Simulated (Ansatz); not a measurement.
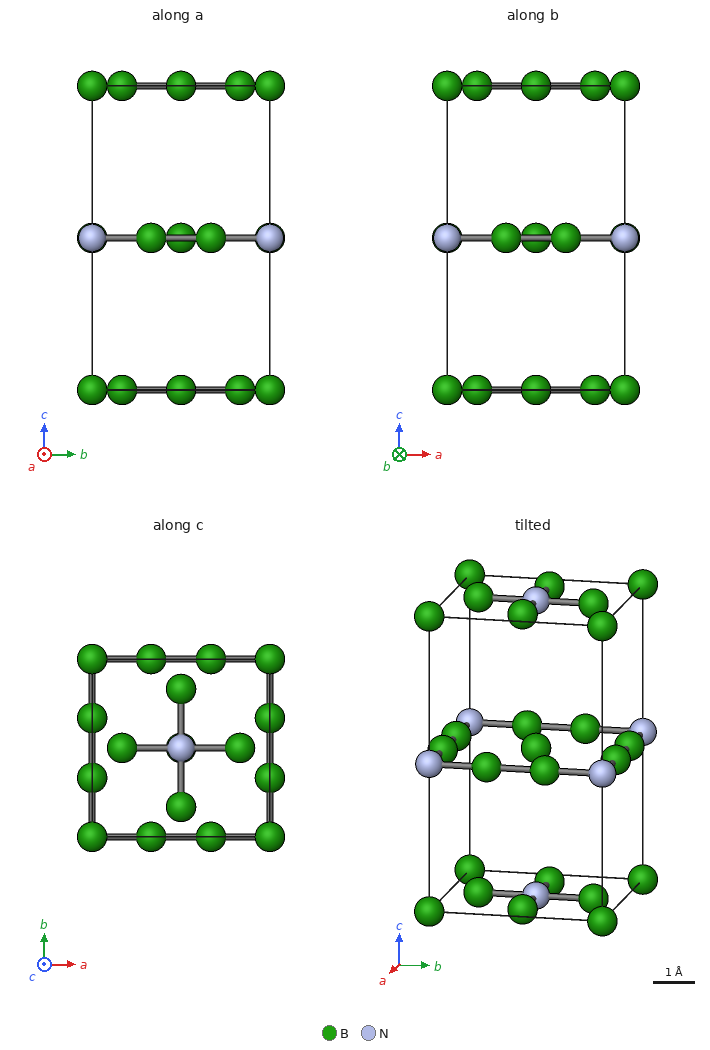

The figure gives a ball-and-stick picture of the atoms, viewed along the a axis, along the b axis, along the c axis and slightly off an axis. The conventional unit cell is outlined; an atom on or near a face, edge or corner is repeated at each equivalent position.

Lattice parameters: a = 4.3509 Å, b = 4.3509 Å, c = 7.4412 Å, α = 90.000°, β = 90.000°, γ = 90.000°.

Set out the cell and atoms as a CIF with its space group and independent sites, with free fractional coordinates to two decimals.

```cif
data_structure
_symmetry_space_group_name_H-M 'I 4/m m m'
_symmetry_Int_Tables_number 139
_cell_length_a 4.3509
_cell_length_b 4.3509
_cell_length_c 7.4412
_cell_angle_alpha 90.000
_cell_angle_beta 90.000
_cell_angle_gamma 90.000
_cell_volume 140.87
loop_
_atom_site_label
_atom_site_type_symbol
_atom_site_symmetry_multiplicity
_atom_site_Wyckoff_symbol
_atom_site_fract_x
_atom_site_fract_y
_atom_site_fract_z
_atom_site_occupancy
B1 B 8 j 0.17 0.50 0.00 1
B2 B 2 a 0.00 0.00 0.00 1
N1 N 2 b 0.50 0.50 0.00 1
```

The starting point was a random cell made by a generator, so it need not be a real form of the compound. This is the structure after a relaxation with Ansatz 0.2.0, DFT PBE, scalar-relativistic, plane waves, PAW.
